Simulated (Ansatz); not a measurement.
## Computed scan of one atom of the cell: Lu (hcp, Mg type)

Lu (hcp, Mg type)

```yaml
crystal:
  lattice:
    - [3.50442, 0.00000, 0.00000]
    - [-1.75221, 3.03492, 0.00000]
    - [0.00000, 0.00000, 5.45153]
  atoms:
    - { symbol: Lu, position: [0.33333, 0.66667, 0.75000] }
    - { symbol: Lu, position: [0.66667, 0.33333, 0.25000] }
```

Scan: atom 1 (Lu, nearest neighbour Lu at 3.395 Å; its periodic images, 3.5 Å or more away, move with it) is displaced along Cartesian [110], direction (0.707, 0.707, 0.000) in Cartesian axes, by s. The other atoms stay.

These are r2SCAN (plane waves to 500 eV, PAW, scalar-relativistic; Ansatz, a first-principles code) values and carry that method's errors. k mesh 12×12×7 (Γ-centred), Fermi-Dirac smearing 0.05 eV. Energies are smeared free energies. With partly filled bands, energies and forces of such displacements shift with the k mesh and the smearing. Lu is run without spin polarisation. Lu was relaxed with its symmetry unable to fall. The PAW data are Ansatz's earlier set. ΔE is measured from the undisplaced structure.

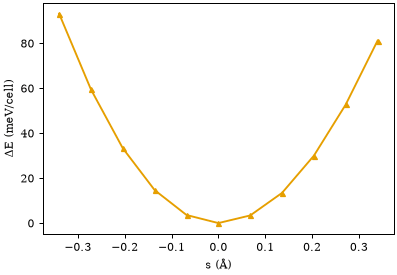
ΔE (meV/cell) against s (Å); markers are the computed points, lines only join them.

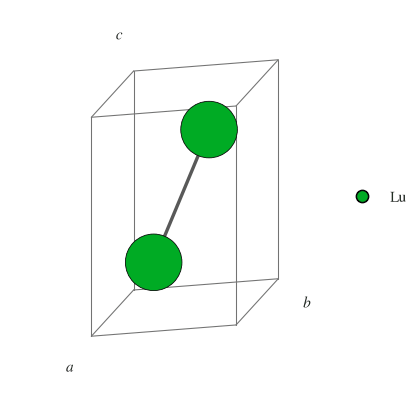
Fig. 1. The cell of the calculation at s = -0.340 Å.

The energy at s = 0.340 Å is 81 meV/cell. The force constant k = d²E/ds² at s = 0 (finite differences) is 1.51 eV/Å² and the force along the line at s = -0.340 Å comes out as 0.550 eV/Å. Symmetry of the curve: not even: the negative side lies higher at ±0.340 Å. Harmonic estimate at the end of the scan: ½ks² = 87 meV/cell against the computed 81 meV/cell, so the well is softer than harmonic there.

With its periodic images moving along, the atom's site symmetry in this cell is -6m2.

(A displaced cell: forces are minus the slopes of the energy, force constants its curvatures, and phonons follow from these.)
